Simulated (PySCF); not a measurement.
C5H7O3S (doublet)

```xyz
16

C    -1.2341    0.9321    0.9371
C    -0.7321    0.3119   -0.3455
C    -1.1316   -1.1705   -0.6516
C     0.3364   -1.5400   -0.5273
C     0.6377   -0.2849   -0.2661
S     2.2113    0.6344    0.0830
O     2.4875    1.0311   -1.2779
O     3.0038   -0.4300    0.6408
O     1.7485    1.6608    0.9817
H    -1.2344    0.2036    1.7444
H    -0.5659    1.7463    1.2145
H    -2.2391    1.3275    0.8090
H    -0.8623    0.9887   -1.1901
H    -1.5352   -1.3225   -1.6497
H    -1.7686   -1.6169    0.1070
H     0.8707   -2.4624   -0.6206
```

Geometry: GFN2-xTB.

Computed with PySCF 2.14.0, density-fitted response routines, UKS B3LYP, pcH-1 on C H O S, non-relativistic, mean-field spin-orbit, GIAO.

**Predict the electron density, electron localisation function and spin density between the atoms.**

C–C (1.32 Å): ρ is about 2.4 e/Å³ halfway; the ELF peaks at about 0.90 between the atoms; a short, multiple covalent bond.
C–S (1.86 Å): ρ is about 1.1 e/Å³ halfway; the ELF peaks at about 0.90 between the atoms, as expected for localised, covalent bonding.
C–H (1.07 Å): ρ at the midpoint is about 2.1 e/Å³; the ELF climbs to about 1 towards the hydrogen, as it does in any bond to H (a covalent bond by its length).
C–C (1.50 Å): ρ is about 1.7 e/Å³ halfway; the ELF peaks at about 0.95 between the atoms, as expected for a covalent bond.
The unpaired spin (1 electron) lies mostly on O7 (about 0.2), C5 (about 0.2), O8 (about 0.1), O9 (about 0.1) and C2 (about 0.1), in electrons by Hirshfeld's partition.

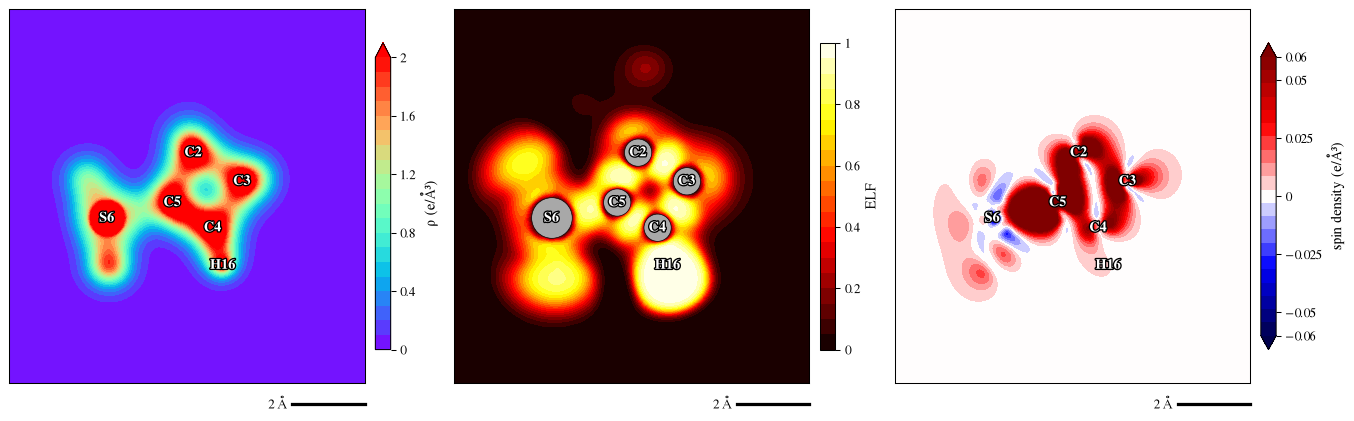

Computed electron density, electron localisation function and spin density on the plane of atoms C3, C4 and C5, in this order. Grey discs cover the atomic cores in the ELF map. 
